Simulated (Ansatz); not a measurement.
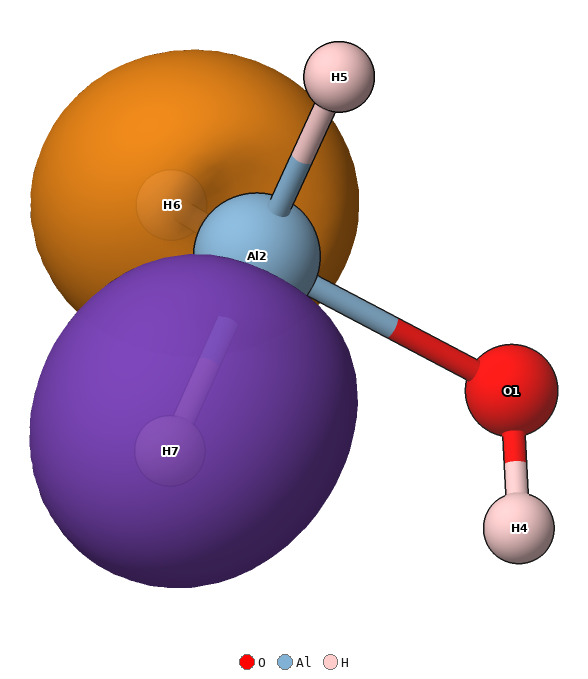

*AlH5O (SMILES [OH2+][AlH3-]). The HOMO−1 at ±0.15 Å⁻³ᐟ² (orange and purple are the two phases), seen at an oblique angle.*

Geometry: PBE0-D4/def2-TZVP.

These are results of RKS PBE0-D4/def2-TZVPP (Ansatz 0.2.0), not measurements.

```xyz
7

O    -0.1444   -1.1553   -0.1463
Al    0.1423    0.8552   -0.1442
H    -0.9939   -1.3876    0.2444
H     0.5421   -1.6083    0.3555
H     0.3122    1.1962   -1.6897
H    -1.2528    1.2082    0.5611
H     1.4558    0.8236    0.7734
```

Q: Where does this orbital lie, and at what energy?

A: It lies mainly on Al2 (about 35 %), H6 (about 30 %) and H7 (about 30 %). Its energy is −7.73 eV.
